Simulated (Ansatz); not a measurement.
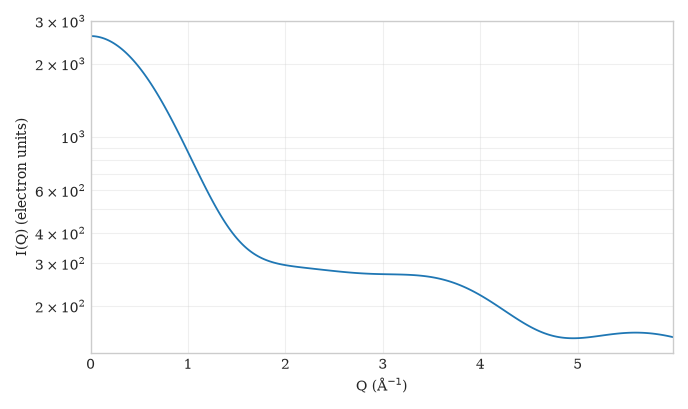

Elastic X-ray scattering of a randomly oriented, rigid molecule, calculated with the Debye equation from neutral-atom form factors (independent atoms, no Compton part, no vibration). The geometry is the end point of an optimisation (RKS r2SCAN-D4/6-31G* (Ansatz)); it may be a saddle point or a higher isomer. It contains Si, S, H.

### How many electrons does the independent-atom model of the molecule hold?

I(0) is the square of the electron number: I(0) = 2600, so about 51 electrons, the count of H7SSi2 counted as neutral atoms.

### What radius of gyration does the initial fall-off give?

From I(Q) ≈ I(0) exp(−Q²R²/3) at small Q, R ≈ 1.91 Å. It is larger than the electron-weighted radius of the nuclear positions alone (1.74 Å), because each atom's electron cloud adds to it.
